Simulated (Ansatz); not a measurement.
```yaml
atoms:
  - { symbol: Ga, position_ang: [-1.5086, 0.0000, 0.5379] }
  - { symbol: H, position_ang: [2.3603, 0.0000, 1.5664] }
  - { symbol: Cl, position_ang: [1.8367, 0.0000, 0.3937] }
  - { symbol: Cl, position_ang: [-1.3109, 0.0000, -1.7028] }
```

The calculation used RKS B3LYP-D4/def2-TZVP in Ansatz 0.2.0.

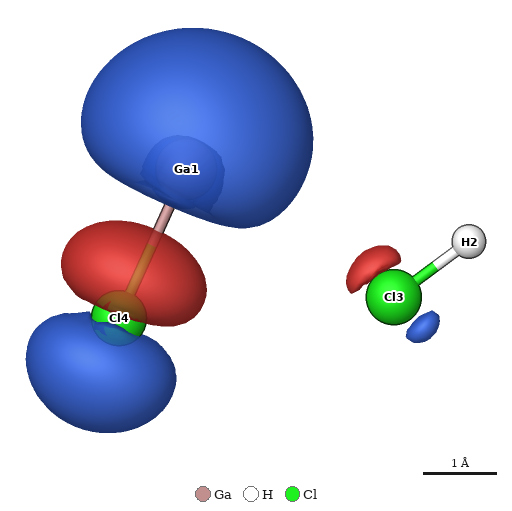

ClGa···HCl. One frontier orbital at ±0.1 Å⁻³ᐟ² (blue and red are the two phases), seen across its widest extent.

### Which orbital is it: HOMO or LUMO?

The HOMO, at −7.10 eV. It lies mainly on Ga1 (about 60 %) and Cl4 (about 35 %); it is symmetric in the molecular plane (an in-plane orbital: σ, lone-pair or in-plane π type).
